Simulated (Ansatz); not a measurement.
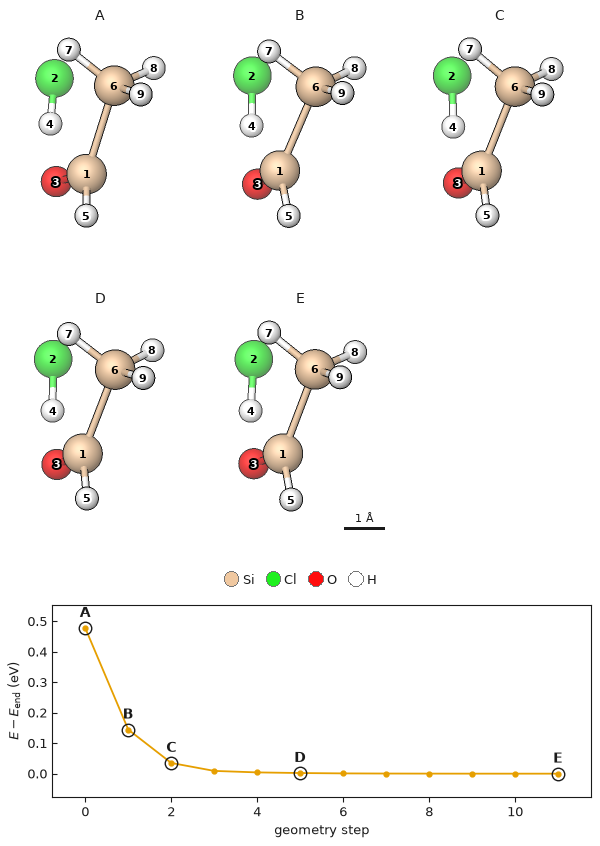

Frames of a relaxation of Si2H5OCl (started from a transition state, displaced along its imaginary mode), marked on the history of the run. A ball-and-stick model, seen from a free direction.

All numbers below come from RKS PBE0-D4/def2-TZVP in Ansatz.

Input file:
```yaml
crystal:
  periodic: [false, false, false]
  atoms:
    - {symbol: Si, position_ang: [-0.863738, -0.992451, -0.496161]}
    - {symbol: Cl, position_ang: [0.576033, 2.104669, -1.456055]}
    - {symbol: O, position_ang: [-1.094785, -0.134722, -1.813606]}
    - {symbol: H, position_ang: [-0.239288, 1.212534, -1.654705]}
    - {symbol: H, position_ang: [-1.715133, -2.058312, -0.232177]}
    - {symbol: Si, position_ang: [0.626536, -0.104212, 1.165219]}
    - {symbol: H, position_ang: [0.142296, 1.165022, 1.709821]}
    - {symbol: H, position_ang: [1.974214, -0.030976, 0.563472]}
    - {symbol: H, position_ang: [0.593866, -1.161651, 2.214092]}
basis:
  gaussian: {orbitals: def2-TZVP}
hamiltonian: {xc: pbe0, dispersion: d4}
relax: {f_tol: 0.005, max_steps: 200}
```

Run as
```bash
ansatz run in.yaml --threads 4 --pin off --events-out ev --progress --plain --max-ram 9574MiB
```

Q: What happens along the run?

A: Over 11 geometry steps the energy falls by 0.478 eV. Largest force component: 3.8 eV/Å at the start, 0.0012 eV/Å at the end. Si1 moves most after the best rigid fit: 0.13 Å. By element the largest moves are Si 0.13 Å, H 0.12 Å, O 0.08 Å, Cl 0.07 Å. Among the contacts that change: Cl2–H4 1.225 → 1.363 Å, Si1–H5 1.389 → 1.490 Å, Si1–O3 1.589 → 1.536 Å, Si1–Si6 2.402 → 2.354 Å. Among the angles between lasting bonds that change: O3–Si1–Si6 117.6° → 123.0°, H5–Si1–Si6 122.2° → 118.6°, Si1–Si6–H7 111.9° → 108.5°. From step 0 to 1: Si1 moves most (0.19 Å), energy −0.333 eV. From step 1 to 2: H7 moves most (0.10 Å), energy −0.109 eV. From step 2 to 5: O3 moves most (0.06 Å), energy −0.033 eV. From step 5 to 11: H5 moves most (0.13 Å), energy −0.002 eV.

```tsv
step	E − E(0), eV	largest force component, eV/Å
0	0.0000	3.8196
1	-0.3332	2.3174
2	-0.4427	1.0885
3	-0.4688	0.3650
4	-0.4737	0.0963
5	-0.4758	0.0306
6	-0.4769	0.0160
7	-0.4774	0.0195
8	-0.4777	0.0275
9	-0.4778	0.0206
10	-0.4778	0.0112
11	-0.4778	0.0012
```
